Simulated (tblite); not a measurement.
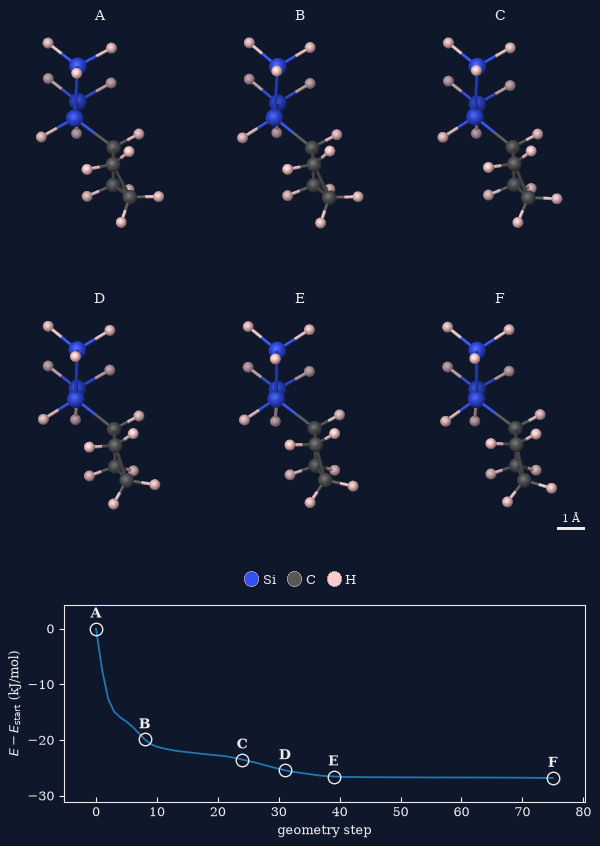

Frames of a relaxation of C4H14Si3, marked on the history of the run. Style: ball-and-stick. Shown from a free direction.

The calculation used GFN2-xTB geometry optimisation, gas phase (tblite 0.8.0). 

### What happens along the run?

The energy falls by 26.8 kJ/mol in 75 geometry steps. The largest move after the best rigid fit is that of an H atom, 0.54 Å. By element the largest moves are H 0.54 Å, C 0.21 Å, Si 0.21 Å. Near-neighbour distances that change, for instance: H–Si 1.493 → 1.466 Å, Si–Si 2.301 → 2.323 Å, C–C 1.551 → 1.535 Å, C–H 1.107 → 1.093 Å. Bond angles that change, for instance: Si–Si–Si 104.1° → 117.7°, C–Si–H 110.2° → 103.6°, Si–Si–H 109.4° → 114.9°. From step 0 to 8: H atoms move most (0.10 Å), energy −19.9 kJ/mol. From step 8 to 24: H atoms move most (0.11 Å), energy −3.62 kJ/mol. From step 24 to 31: an H atom moves most (0.17 Å), energy −1.93 kJ/mol. From step 31 to 39: an H atom moves most (0.14 Å), energy −1.12 kJ/mol. From step 39 to 75: H atoms move most (0.10 Å), energy −0.26 kJ/mol.
